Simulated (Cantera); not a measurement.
A closed system holds: 1 mol SiH2Cl2, a varied amount of NH3, 0.3 mol H2, at 923.15 K and 0.133 bar.

Method: chemical equilibrium by Gibbs-energy minimisation in Cantera with the NASA 1993 tables (ideal gas, pure condensed phases). Candidate condensed phases: NH4Cl, Si, Si3N4; 28 gas species. The tables' values for SiCl3 are old estimates; treat these amounts as uncertain. Equilibrium is a limit: real reactors are often held back by kinetics, nucleation or transport.

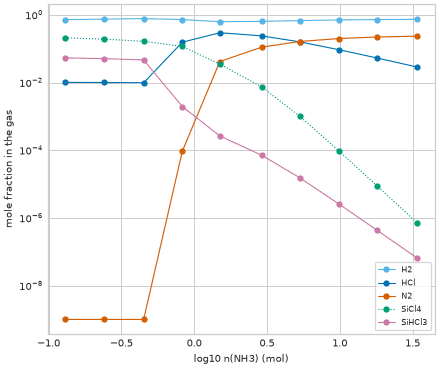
*Equilibrium gas composition (values under 1e-9 drawn at 1e-9)*

Read off the mole fractions at 18 mol NH3.

H2 about 0.73, N2 about 0.22, HCl about 0.053, SiCl4 about 8.9e-6, SiHCl3 about 4.3e-7.
